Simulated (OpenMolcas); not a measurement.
# Single-point calculation, with input and output: CH$_{5}$OSn

System: CH$_{5}$OSn, multiplicity 2, SMILES [CH3][SnH][OH].
Method: CASSCF/ANO-RCC-VDZ, DKH2 (OpenMolcas 26.06).

The geometry comes from this level: GFN2-xTB.

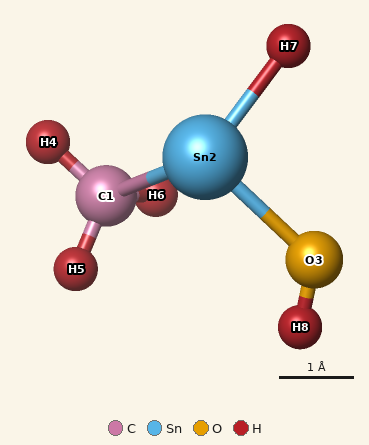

Fig. 1: The structure as given in the input (ball-and-stick view, seen at a tilt; atoms are numbered from 1 in the order of the input). Sticks mark near contacts. Bond lengths as drawn: C–H 1.08 to 1.09 Å, C–Sn 2.35 Å, H–O 0.95 Å, H–Sn 1.91 Å and O–Sn 2.04 Å.

**Results in brief**

- outcome: converged
- total energy: −6288.134664 hartree
- CASSCF energy: −6288.134664 hartree
- basis functions: 59
- hardware: 1 thread of AMD EPYC (Zen 3), 192 GiB of memory available, shared host
- wall time: 8.4 s
- peak memory: 0.42 GiB

**Notes**

The record of the run, not the program, notes: an active orbital turned away from the chosen space.

**Input file**
```
* CH5OSn CASSCF
&GATEWAY
Coord
8
bohr
C     -1.65460640     1.82383137    -0.13502093
Sn     2.39685303     0.13184619     0.50072073
O      1.54490780    -3.60489825     0.92734530
H     -1.53984333     3.80458561    -0.62844732
H     -2.73622894     1.56134842     1.58702979
H     -2.45106927     0.73096496    -1.67229424
H      4.24234066    -0.29186820    -2.56859134
H      0.19766535    -4.15579121     1.98923910
Basis
ANO-RCC-VDZ
Group
NoSym
&SEWARD
&RASSCF
FileOrb
$CurrDir/step1.RasOrb
Spin
2
Nactel
5 0 0
Inactive
32
Ras2
5
OrbListing
Nothing
```

Run as:
```bash
export MOLCAS_MEM=1860
pymolcas step2.input > step2.log
```

**Output**
```
--- Start Module: gateway ---

                                              &GATEWAY

                       available to each process: 1.9 GB of memory, 1 thread

++    Symmetry information:
      ---------------------

                    Character Table for C1

                             E
                    a        1  x, y, xy, Rz, z, xz, Ry, yz, Rx, I
--

++    Basis set information:
      ----------------------

      Basis set label: C.ANO-RCC...3S2P.

      Electronic valence basis set:
      ------------------
      Associated Effective Charge   6.000000 au
      Associated Actual Charge      6.000000 au
      Nuclear Model: Point charge

      Shell  nPrim  nBasis  Cartesian Spherical Contaminant
         s      14       3        X
         p       9       2        X

      Basis set label: SN.ANO-RCC...6S5P2D.

      Electronic valence basis set:
      ------------------
      Associated Effective Charge  50.000000 au
      Associated Actual Charge     50.000000 au
      Nuclear Model: Point charge

      Shell  nPrim  nBasis  Cartesian Spherical Contaminant
         s      22       6        X
         p      19       5        X
         d      13       2                 X

      Basis set label: O.ANO-RCC...3S2P.

      Electronic valence basis set:
      ------------------
      Associated Effective Charge   8.000000 au
      Associated Actual Charge      8.000000 au
      Nuclear Model: Point charge

      Shell  nPrim  nBasis  Cartesian Spherical Contaminant
         s      14       3        X
         p       9       2        X

      Basis set label: H.ANO-RCC...2S.

      Electronic valence basis set:
      ------------------
      Associated Effective Charge   1.000000 au
      Associated Actual Charge      1.000000 au
      Nuclear Model: Point charge

      Shell  nPrim  nBasis  Cartesian Spherical Contaminant
         s       8       2        X
--

++    Molecular structure info:
      -------------------------

                    ************************************************
                    **** Cartesian Coordinates / bohr, angstrom ****
                    ************************************************

     Center  Label                x              y              z                     x              y              z
        1      C1              -1.654606       1.823831      -0.135021             -0.875580       0.965130      -0.071450
        2      SN2              2.396853       0.131846       0.500721              1.268360       0.069770       0.264970
        3      O3               1.544908      -3.604898       0.927345              0.817530      -1.907630       0.490730
        4      H4              -1.539843       3.804586      -0.628447             -0.814850       2.013300      -0.332560
        5      H5              -2.736229       1.561348       1.587030             -1.447950       0.826230       0.839820
        6      H6              -2.451069       0.730965      -1.672294             -1.297050       0.386810      -0.884940
        7      H7               4.242341      -0.291868      -2.568591              2.244950      -0.154450      -1.359240
        8      H8               0.197665      -4.155791       1.989239              0.104600      -2.199150       1.052660

                    ***************************************
                    *    InterNuclear Distances / bohr    *
                    ***************************************

               1 C1            2 SN2           3 O3            4 H4            5 H5            6 H6
    1 C1       0.000000
    2 SN2      4.436362        0.000000
    3 O3       6.390354        3.856304        0.000000
    4 H4       2.044512        5.501056        8.175367        0.000000
    5 H5       2.050430        5.438021        6.741915        3.372209        0.000000
    6 H6       2.047418        5.346334        6.444041        3.371512        3.375507        0.000000
    7 H7       6.721044        3.606388        5.520316        7.347023        8.330908        6.830174
    8 H8       6.610543        5.043406        1.801711        8.557968        6.438571        6.656050

               7 H7            8 H8
    7 H7       0.000000
    8 H8       7.215478        0.000000

                    *******************************************
                    *    InterNuclear Distances / angstrom    *
                    *******************************************

               1 C1            2 SN2           3 O3            4 H4            5 H5            6 H6
    1 C1       0.000000
    2 SN2      2.347621        0.000000
    3 O3       3.381629        2.040668        0.000000
    4 H4       1.081909        2.911033        4.326218        0.000000
    5 H5       1.085041        2.877677        3.567668        1.784496        0.000000
    6 H6       1.083447        2.829158        3.410040        1.784127        1.786241        0.000000
    7 H7       3.556623        1.908418        2.921225        3.887877        4.408527        3.614372
    8 H8       3.498149        2.668856        0.953425        4.528682        3.407145        3.522230

               7 H7            8 H8
    7 H7       0.000000
    8 H8       3.818266        0.000000

                    **************************************
                    *    Valence Bond Angles / degree    *
                    **************************************
                          Atom centers                 Phi
                      4 H4       1 C1       5 H5       110.87
                      4 H4       1 C1       6 H6       110.96
                      5 H5       1 C1       6 H6       110.92
--

            Nuclear Potential Energy            252.01543674 au

--- Stop Module: gateway /rc=_RC_ALL_IS_WELL_ ---

--- Start Module: seward ---

                                              &SEWARD

                       available to each process: 1.9 GB of memory, 1 thread

               SEWARD will generate:
                  Multipole Moment integrals up to order  2
                  Kinetic Energy integrals
                  Nuclear Attraction integrals (point charge)
                  One-Electron Hamiltonian integrals
                  Velocity integrals
                  Relativistic Douglas-Kroll-Hess integrals:
                    - Parametrization         : EXP
                    - DKH order of Hamiltonian: 2
                    - DKH order of Properties : 0
                         - multipole moment operators
                         - electric potential operators
                         - contact operators
                  Orbital angular momentum around (  1.8958  -0.1197   0.4704 )
                  Velocity quadrupole around (  1.8958  -0.1197   0.4704 )
                  Atomic mean-field integrals
                  Two-Electron Repulsion integrals

                   Integrals are discarded if absolute value <: 1.00E-14
                   Integral cutoff threshold is set to       <: 1.00E-16

            Nuclear Potential Energy            252.01543674 au

      Basis set specifications :
      Symmetry species         a
      Basis functions           59

--- Stop Module: seward /rc=_RC_ALL_IS_WELL_ ---
--- Module seward spent 5 seconds ---

--- Start Module: rasscf ---

                                              &RASSCF

                       available to each process: 1.9 GB of memory, 1 thread

      Header of the ONEINT file:
      --------------------------

      OrdInt status: non-squared

      Cartesian coordinates in angstrom:
      -----------------------------------------------------
      No.  Label        X            Y            Z
      -----------------------------------------------------
       1   C1        -0.87558000   0.96513000  -0.07145000
       2   SN2        1.26836000   0.06977000   0.26497000
       3   O3         0.81753000  -1.90763000   0.49073000
       4   H4        -0.81485000   2.01330000  -0.33256000
       5   H5        -1.44795000   0.82623000   0.83982000
       6   H6        -1.29705000   0.38681000  -0.88494000
       7   H7         2.24495000  -0.15445000  -1.35924000
       8   H8         0.10460000  -2.19915000   1.05266000
      -----------------------------------------------------
      Nuclear repulsion energy =  252.01543674

++    Wave function specifications:
      -----------------------------

      Number of closed shell electrons          64
      Number of electrons in active shells       5
      Max number of holes in RAS1 space          0
      Max nr of electrons in RAS3 space          0
      Number of inactive orbitals               32
      Number of active orbitals                  5
      Number of secondary orbitals              22
      Spin quantum number                      0.5
      State symmetry                             1
--

++    Orbital specifications:
      -----------------------

      Symmetry species                           1
                                                 a
      Frozen orbitals                            0
      Inactive orbitals                         32
      Active orbitals                            5
      RAS1 orbitals                              0
      RAS2 orbitals                              5
      RAS3 orbitals                              0
      Secondary orbitals                        22
      Deleted orbitals                           0
      Number of basis functions                 59
--

++    CI expansion specifications:
      ----------------------------

      Number of CSFs                            75
      Number of determinants                   100
      Number of root(s) required                 1
      Root chosen for geometry opt.              1
      CI root used                               1

      highest root included in the CI            1
      max. size of the explicit Hamiltonian     75
--

++    Optimization specifications:
      ----------------------------

      RASSCF algorithm: Conventional
      Maximum number of macro iterations       200
      Maximum number of SX iterations          100
      Threshold for RASSCF energy            1.000E-08
      Threshold for max MO rotation          1.000E-01
      Threshold for max BLB element          1.000E-04
      Level shift parameter                  5.000E-01
      Make Quasi-Newton update
--

      The MO-coefficients are taken from the file:
      step1.RasOrb
      Title: RASSCF canonical orbitals for CASPT2

      Total molecular charge    0.00

      ************************************************************************************************************************
      *                                            Wave function control section                                             *
      ************************************************************************************************************************

                                         RASSCF iterations: Energy and convergence statistics
                                         ----------------------------------------------------

          iter iter root      energy       change     param      element    value   shift minimum  type update hh:mm:ss
 Nr of preliminary CI iterations:   1
 ###############################################################################
 ###    WARNING: Large orbital rotation.                                     ###
 ###############################################################################
      Molecular orbital  36 of symmetry 1 MO space 2  weight is    0.101909
      Total energies have been shifted. Add                -6000.00 au
        1   1    8    1  -288.09566968    0.00E+00  -6.48E-01*  37  48 1  9.50E-04*  0.20   0.00    SX    NO    0:00:00
        2   1   10    1  -288.11504442   -1.94E-02* -1.38E-01*  34  58 1 -1.04E-02*  0.21   0.00    SX    NO    0:00:00
        3   1   21    1  -288.12135521   -6.31E-03* -1.41E-01*  34  58 1 -5.39E-03*  0.20   0.00    SX    NO    0:00:00
        4   1    9    1  -288.12814622   -6.79E-03* -1.09E-01*  33  43 1  5.35E-03*  0.21   0.00    SX    NO    0:00:00
        5   1    9    1  -288.13254866   -4.40E-03* -6.77E-02   37  38 1  3.64E-03*  0.21   1.87    LS   YES    0:00:00
        6   1    9    1  -288.13399393   -1.45E-03*  5.15E-02   33  38 1 -5.31E-03*  0.21   1.56    QN   YES    0:00:00
        7   1    8    1  -288.13449077   -4.97E-04*  2.71E-02   33  38 1 -3.98E-03*  0.21   1.46    QN   YES    0:00:00
        8   1    8    1  -288.13462957   -1.39E-04*  9.08E-03   33  38 1 -1.85E-03*  0.21   1.39    QN   YES    0:00:00
        9   1    8    1  -288.13465917   -2.96E-05*  1.35E-03   34  38 1 -4.96E-04*  0.21   1.20    QN   YES    0:00:00
       10   1    7    1  -288.13466311   -3.94E-06* -1.00E-03   28  57 1  2.83E-04*  0.21   1.11    QN   YES    0:00:00
       11   1    6    1  -288.13466373   -6.18E-07*  3.26E-04   33  38 1  7.24E-05   0.21   1.13    QN   YES    0:00:00
       12   1    6    1  -288.13466382   -9.81E-08*  2.88E-04   31  38 1 -2.75E-05   0.21   1.35    QN   YES    0:00:00
       13   1    5    1  -288.13466384   -2.01E-08*  9.67E-05   31  38 1 -1.39E-05   0.21   1.28    QN   YES    0:00:00
       14   1    5    1  -288.13466385   -3.64E-09  -3.59E-05   33  38 1 -6.49E-06   0.21   1.36    QN   YES    0:00:00
      Convergence after 14 iterations
       15   1    5    1  -288.13466385   -8.53E-10  -3.59E-05   31  50 1  2.24E-06   0.21   1.36    QN   YES    0:00:00

      ************************************************************************************************************************
                                                      Wave function printout:
                       occupation of active orbitals, and spin coupling of open shells (u,d: Spin up or down)
      ************************************************************************************************************************

      Note: transformation to natural orbitals
      has been made, which may change the order of the CSFs.

      printout of CI-coefficients larger than  0.05 for root  1
      energy=   -6288.134664
      conf/sym  11111     Coeff  Weight
             1  22u00  -0.97400 0.94868
            11  2020u  -0.08117 0.00659
            12  ud2u0   0.07080 0.00501
            24  2u0ud   0.06867 0.00472
            30  20u20  -0.07097 0.00504
            33  20u02  -0.08563 0.00733
            35  ududu   0.05014 0.00251
            36  uduud   0.07926 0.00628
            41  02u02  -0.05442 0.00296

      Natural orbitals and occupation numbers for root  1
      sym 1:   1.970494   1.938541   1.004917   0.036393   0.049655

      ************************************************************************************************************************
      *                                                    Final results                                                     *
      ************************************************************************************************************************

++    Final optimization conditions:
      ------------------------------

      Average CI energy                           -6288.13466385
      RASSCF energy for state  1                  -6288.13466385
      Super-CI energy                                -0.00000000
      RASSCF energy change                           -0.00000000
      Max change in MO coefficients               4.610E-05
      Max non-diagonal density matrix element    -3.586E-05
      Maximum BLB matrix element                  2.245E-06
      (orbital pair  31,  50 in symmetry   1)
      Norm of electronic gradient            9.006E-06
--

      Final state energy(ies):
      ------------------------

::    RASSCF root number  1 Total energy:  -6288.13466385
      Von Neumann Entropy (Root   1) =  0.80123

      Mulliken population analysis for root number:  1
      -----------------------------------------------

++    Molecular charges:
      ------------------

      Mulliken charges per centre
      ---------------------------

                C1      SN2     O3      H4      H5      H6      H7      H8
      Total    6.5472 49.0764  8.9570  0.8873  0.8855  0.8731  1.0987  0.6747

      N-E     -0.5472  0.9236 -0.9570  0.1127  0.1145  0.1269 -0.0987  0.3253

      Total electronic charge=   69.000000

      Total            charge=   -0.000000
--

      Expectation values of various properties for root number:  1
      -----------------------------------------------------------

++    Molecular properties:
      ---------------------

      Charge (e):
                      =   -0.0000
      Dipole Moment (debye):
      Origin of the operator (angstrom)=    1.0032   -0.0633    0.2489
                   X= -1.0159E+00               Y=  3.4953E+00               Z=  1.4485E+00           Total=  3.9175E+00
      Quadrupole Moment (debye*angstrom):
      Origin of the operator (angstrom)=    1.0032   -0.0633    0.2489
                  XX= -3.9528E+01              XY=  2.9253E+00              XZ= -4.4503E-01              YY= -4.7335E+01
                  YZ= -2.2083E+00              ZZ= -4.0417E+01
      In traceless form (debye*angstrom)
                  XX=  4.3476E+00              XY=  4.3879E+00              XZ= -6.6755E-01              YY= -7.3618E+00
                  YZ= -3.3125E+00              ZZ=  3.0142E+00
--

      Mulliken spin population analysis for root number:  1
      ---------------------------------------------------

++    Molecular charges:
      ------------------

      Mulliken spin population per centre
      ---------------------------

                C1      SN2     O3      H4      H5      H6      H7      H8
      Total    0.1468  0.7178  0.0180  0.0023 -0.0012  0.0087  0.1049  0.0028

      Total electronic spin=    1.000000
--

      LoProp population analysis for root number:  1
      -----------------------------------------------

++    LoProp analysis:
      ----------------

++    Static properties:
      ------------------

      LoProp Charges per center

                   C1       SN2      O3       H4       H5       H6       H7       H8
      Nuclear      6.0000  50.0000   8.0000   1.0000   1.0000   1.0000   1.0000   1.0000
      Electronic  -6.4814 -49.2384  -8.8621  -0.8866  -0.8896  -0.8825  -1.0630  -0.6964

      Total       -0.4814   0.7616  -0.8621   0.1134   0.1104   0.1175  -0.0630   0.3036
--

      Natural Bond Order analysis for root number:  1

++    Natural Bond Order analysis
      ---------------------------
      Based on LoProp computed density
      -------------------------------------------------------------------------------------
      Atom A       Atom B       Bond Order
      -------------------------------------------------------------------------------------
      NBO located      0.999 non-bonded electrons on atom C1
      NBO located      1.002 non-bonded electrons on atom SN2
      NBO located      0.995 non-bonded electrons on atom SN2
      NBO located      0.996 non-bonded electrons on atom SN2
      NBO located      0.996 non-bonded electrons on atom SN2
      NBO located      0.998 non-bonded electrons on atom SN2
      NBO located      0.998 non-bonded electrons on atom SN2
      NBO located      0.999 non-bonded electrons on atom SN2
      NBO located      0.999 non-bonded electrons on atom SN2
      NBO located      1.000 non-bonded electrons on atom SN2
      NBO located      1.000 non-bonded electrons on atom SN2
      NBO located      1.000 non-bonded electrons on atom SN2
      NBO located      1.000 non-bonded electrons on atom SN2
      NBO located      1.000 non-bonded electrons on atom SN2
      NBO located      1.000 non-bonded electrons on atom SN2
      NBO located      1.000 non-bonded electrons on atom SN2
      NBO located      1.000 non-bonded electrons on atom SN2
      NBO located      1.000 non-bonded electrons on atom SN2
      NBO located      1.000 non-bonded electrons on atom SN2
      NBO located      1.000 non-bonded electrons on atom SN2
      NBO located      1.000 non-bonded electrons on atom SN2
      NBO located      1.000 non-bonded electrons on atom SN2
      NBO located      1.000 non-bonded electrons on atom SN2
      NBO located      1.000 non-bonded electrons on atom SN2
      NBO located      0.999 non-bonded electrons on atom O3
      NBO located      0.919 non-bonded electrons on atom O3
      The remaining   10.359 electrons are to be considered as diffuse
--

--

      Average orbitals are written to the RASORB file
      Natural orbitals for root   1 are written to the RASORB.1 file
      Spin density orbitals for root   1 are written to the SPDORB.1 file

--- Stop Module: rasscf /rc=_RC_ALL_IS_WELL_ ---
--- Module rasscf spent 2 seconds ---

.##################.
.# Happy landing! #.
.##################.

    Timing: Wall=8.16 User=6.80 System=1.02
```
